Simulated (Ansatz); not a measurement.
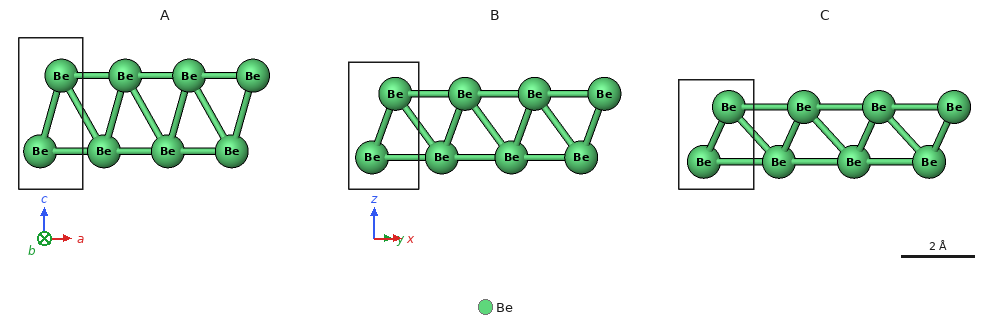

Energy scan for a crystal of Be (P6_3/mmc), in which the ratio of the cell's length along z to its lengths across, counted as 1 for the reference, is changed at fixed volume (a c/a path), with the atoms kept at their fractional coordinates. x, y and z are the Cartesian axes of the input. The picture is a ball-and-stick view of the cell of the calculation, repeated 4 × 3 × 1 with one cell outlined, seen along the b axis.

The calculation used Ansatz 0.2.0, DFT LDA, scalar-relativistic, plane waves, PAW. Settings: plane-wave cutoff 420 eV; k-point mesh 33 × 33 × 20; occupations gaussian; smearing width 0.15 eV; no spin polarisation. Energies (free energies at the smearing named) are counted from the relaxed crystal.

Q: Order these geometries by energy, lowest first.

A: Lowest first: B (the relative ratio 1.00, 0.0 meV/atom), C (the relative ratio 0.80, 232.3 meV/atom), A (the relative ratio 1.30, 280.2 meV/atom). Over the whole scan: the lowest computed point lies at the relative ratio 1.00 (0.0 meV/atom). At the ends of the scan the energy is 232.3 meV/atom (0.80) and 280.2 meV/atom (1.30). The distortion keeps the space group P6_3/mmc. At the relative ratio 1.30 the cell of the drawing goes a 2.226 → 2.040 Å, b 2.226 → 2.040 Å, c 3.517 → 4.189 Å.
